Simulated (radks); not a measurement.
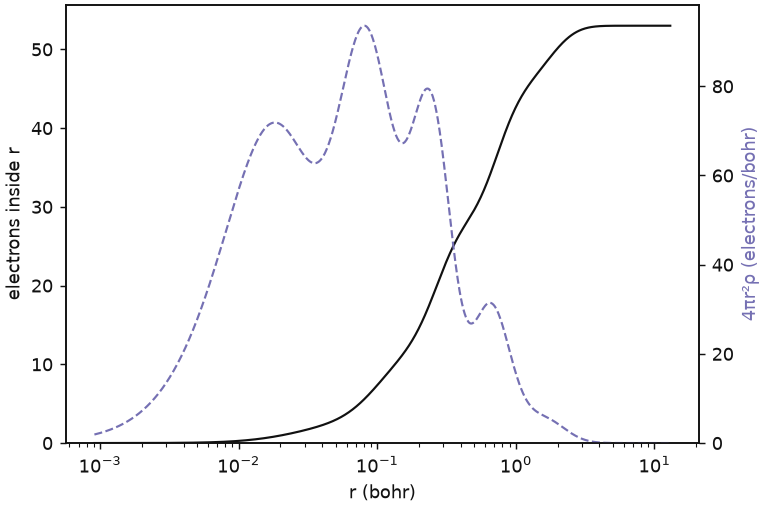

Cs²⁺ (Z = 55, 53 electrons) in the configuration [Kr] 4d10 5s2 5p5 (high spin). Method: scalar-relativistic Kohn-Sham, exchange-only B88, spin-polarised, spherical densities, finite nucleus; computed with the in-house radial solver radks.

The plot shows the number of electrons inside radius r (solid) and the radial density 4πr²ρ (dashed).

> What does the plot show?

The count levels off at 53 electrons. Half of them lie within 0.392 bohr, 90 % within 1.55 bohr and 99 % within 2.95 bohr. The radial density has minima at 0.0352, 0.151 and 0.478 bohr, where the count stands at 2.0, 11.1 and 29.0; these part the shells that the density resolves.
